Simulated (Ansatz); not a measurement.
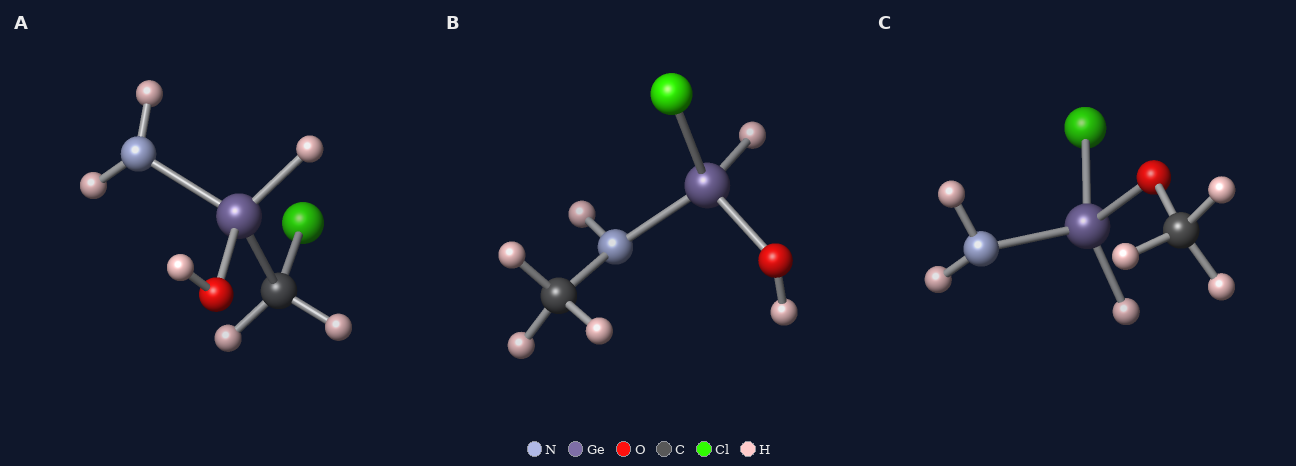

3 stationary structures of one formula. Geometries: PBE-D4/def2-SVP. Electronic energies: PBE-D4/def2-SVP (Ansatz 0.2.0), without zero-point energy. No frequency run is at hand to confirm each as a minimum. Each is one conformer, not always the lowest.

Are they conformers, stereoisomers or constitutional isomers?

They are constitutional isomers of CH6ClGeNO: A `[NH2][Ge@@H]([OH])[CH2]Cl`, B `C[NH][Ge@H]([OH])[Cl]`, C `C[O][Ge@@H]([NH2])[Cl]`.

Which is lowest in energy, and by how much?

B is lowest; C lies 4.0 kcal/mol above it, A lies 24.0 kcal/mol above it.
